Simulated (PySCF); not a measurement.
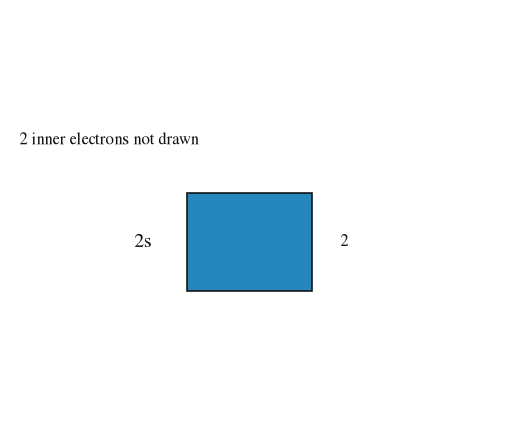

The outer shells of the nominal configuration: a box for each of the 2l + 1 orbitals, shaded by the share of the shell that is filled, with the electron count at the right.

Li⁻: atomic calculation

System: Li⁻, configuration 1s2 2s2, multiplicity 1.
Method: unrestricted HF, aug-cc-pVDZ-DK, spin-free X2C-1e, Gaussian nucleus (PySCF).

Log (extracts):
```
damping factor = 0
level_shift factor = 0
DIIS = <class 'pyscf.scf.diis.CDIIS'>
diis_start_cycle = 1
diis_space = 10
diis_damp = 0
SCF conv_tol = 1e-09
SCF conv_tol_grad = None
number electrons alpha = 2  beta = 2
cycle= 1 E= -7.42805907682783  delta_E= -7.97e-13  |g|= 1.39e-07  |ddm|= 1e-05
converged SCF energy = -7.42805907682783  <S^2> = -8.437695e-15  2S+1 = 1
```

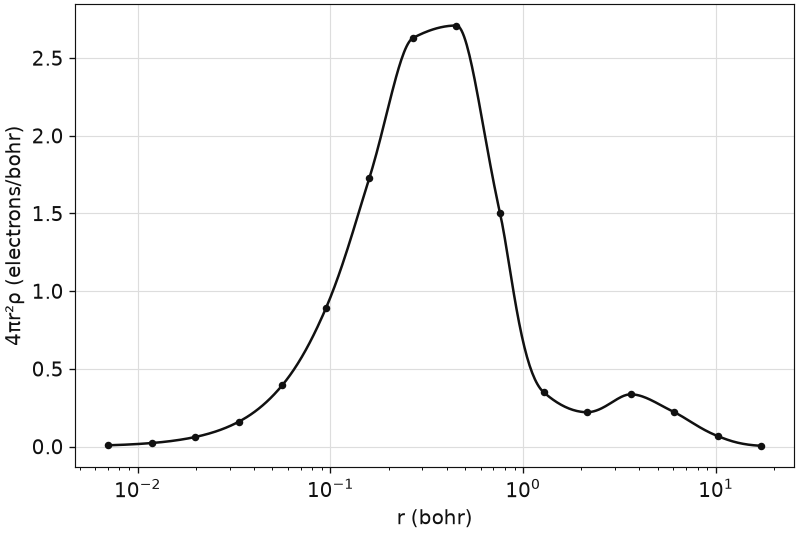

Spherically averaged radial density 4πr²ρ of the mean field; markers are the stored points, which are sparse, and the line is a monotone interpolation between them. The largest stored value is 2.71 electrons/bohr at r = 0.45 bohr. Root-mean-square radii of the shells: 1s 0.668, 2s 6.50 bohr.

Input:
```python
from pyscf import gto, scf, dft, mp, cc
import basis_set_exchange as bse
mol = gto.M(atom="Li 0 0 0", charge=-1, spin=0, symmetry="D2h",
            basis=gto.basis.parse(bse.get_basis("aug-cc-pVDZ-DK", elements=["Li"], fmt="nwchem", header=False)),
            nucmod="G")
mf = scf.UHF(mol).sfx2c1e()
mf.irrep_nelec = {'Ag': (2, 2)}
mf.kernel()
```

The script is an equivalent of what the driver set up; the driver started from orbitals of its own, so the log can be shorter than this script's would be, and it computed the properties (radii, ⟨L²⟩, response) afterwards. It held the occupations shell by shell, which the script's counts by irreducible representation don't always enforce.

The run was one of a batch that the task file lists, launched with:
```bash
OMP_NUM_THREADS=1 python <driver script> TASK.json OUT
```

Key numbers:

- outcome: converged
- total energy: −7.428059 hartree
- static polarisability: 1050 bohr³
- C₆ of the like pair: 28800 hartree bohr⁶
- SCF iterations: 1
- hardware: 1 thread of Arm Neoverse V1, 23 GiB of memory available, shared host
